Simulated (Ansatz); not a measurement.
# [NO3]− (SMILES O=[N+]([O-])[O-]): BHLYP/STO-3G

What is the energy change on altering one bond length of [NO3]− at BHLYP/STO-3G? 

The results are computed with Ansatz 0.2.0.

9 further runs of the same task are left out: 7 that didn't finish, 2 set aside as unsound or not needed.

### 1 The system as given

[NO3]−: 4 atoms, total charge -1, spin state singlet. SMILES: `O=[N+]([O-])[O-]`. The shape is that of a PBE0-D4/def2-TZVPD optimisation.

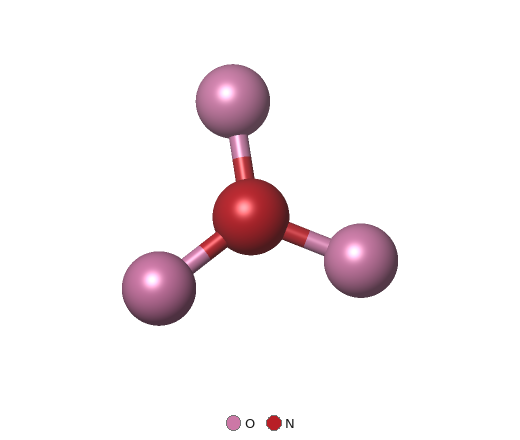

Viewed from a chosen angle; oxygen pink, nitrogen red.

### 2 A single-point energy at BHLYP/STO-3G

run.yaml reads:

```yaml
crystal:
  periodic: [false, false, false]
  atoms:
    - symbol: O
      position_ang: [0.296520, 0.524040, 1.091530]
    - symbol: N
      position_ang: [0.000000, 0.000000, -0.000000]
    - symbol: O
      position_ang: [0.470440, -1.113360, -0.305120]
    - symbol: O
      position_ang: [-0.766950, 0.589330, -0.786420]
basis:
  gaussian: {orbitals: STO-3G}
total_charge: -1
hamiltonian: {xc: {name: BHLYP}}
accuracy: high
```

On the command line:

```console
$ ansatz run run.yaml --threads 1 --pin off --max-ram 3480MiB --events-out events.jsonl --progress --plain --runs-dir runs
```

Output:

```text
Warning: RAYON_NUM_THREADS=1 ignored (pool sized by the plan → 1); use --threads N
Functional definition: BHLYP
  name "BHLYP"
  parameter a = 0.5
  exchange = (1 - a)*b88_x + a*exact_x
  correlation = lyp_c
372 factors; integrals over basis functions are off by at most 4.1e-8 eV
mean field evaluation 1: about -7504.5355 eV, gradient 6.2e1 eV
mean field evaluation 2: about -7508.1633 eV, gradient 4.9e1 eV
mean field evaluation 4: about -7514.1502 eV, gradient 1.2e-1 eV
mean field evaluation 8: about -7514.2758 eV, gradient 5.5e-3 eV
mean field evaluation 16: about -7514.2758 eV, gradient 1.4e-7 eV
mean field -7514.27582762 eV, -276.1445433061 hartree, gradient 2.0e-8 eV, S^2 0.000000; 0 other end points of the search recorded, 0 dependent functions left out
reference -7514.27583953 eV, -276.1445437436 hartree; 16, 16 occupied and 4, 4 virtual orbitals, 372 factors
Total energy: -7514.27583953 eV, -276.1445437436 hartree
```

Wall time 1 s (1 thread of Arm Neoverse V1, shared host); peak memory 0.09 GiB.

### 3 The distorted shape at the same level

job.yaml reads:

```yaml
crystal:
  periodic: [false, false, false]
  atoms:
    - symbol: O
      position_ang: [0.178923, 0.802348, 1.167801]
    - symbol: N
      position_ang: [-0.117597, 0.278308, 0.076271]
    - symbol: O
      position_ang: [0.470440, -1.113360, -0.305120]
    - symbol: O
      position_ang: [-0.884547, 0.867638, -0.710149]
basis:
  gaussian: {orbitals: STO-3G}
total_charge: -1
accuracy: high
hamiltonian: {xc: {name: BHLYP}}
```

On the command line:

```console
$ ansatz run job.yaml --threads 1 --pin off --max-ram 3480MiB --events-out events.jsonl --progress --plain --runs-dir runs
```

Output:

```text
Warning: RAYON_NUM_THREADS=1 ignored (pool sized by the plan → 1); use --threads N
[... 5 set-up lines as earlier in the session ...]
368 factors; integrals over basis functions are off by at most 4.6e-8 eV
mean field evaluation 1: about -7502.0431 eV, gradient 6.4e1 eV
mean field evaluation 2: about -7472.7969 eV, gradient 9.8e1 eV
mean field evaluation 4: about -7513.7217 eV, gradient 6.6e0 eV
mean field evaluation 8: about -7514.0451 eV, gradient 3.7e-1 eV
mean field evaluation 16: about -7514.0456 eV, gradient 3.7e-6 eV
mean field -7514.04560520 eV, -276.1360827880 hartree, gradient 7.9e-8 eV, S^2 0.000000; 0 other end points of the search recorded, 0 dependent functions left out
reference -7514.04561737 eV, -276.1360832355 hartree; 16, 16 occupied and 4, 4 virtual orbitals, 368 factors
Total energy: -7514.04561737 eV, -276.1360832355 hartree
```

It took 1 s on 1 thread of Arm Neoverse V1, shared host; peak memory 0.09 GiB.

### 4 Outcome

At BHLYP/STO-3G:

| quantity | value |
| --- | --- |
| first shape: total energy | -276.14454 Eh |
| distorted shape: total energy | -276.13608 Eh |
| energy change with the N2–O3 bond stretched from 1.247 to 1.558 Å | 0.230 eV |

In words: With the N2–O3 bond stretched from 1.247 to 1.558 Å the energy rises by 0.23 eV (22.2 kJ/mol). The first shape isn't relaxed at this level, so the change isn't measured from a minimum. The minimal basis adds a large error of its own.
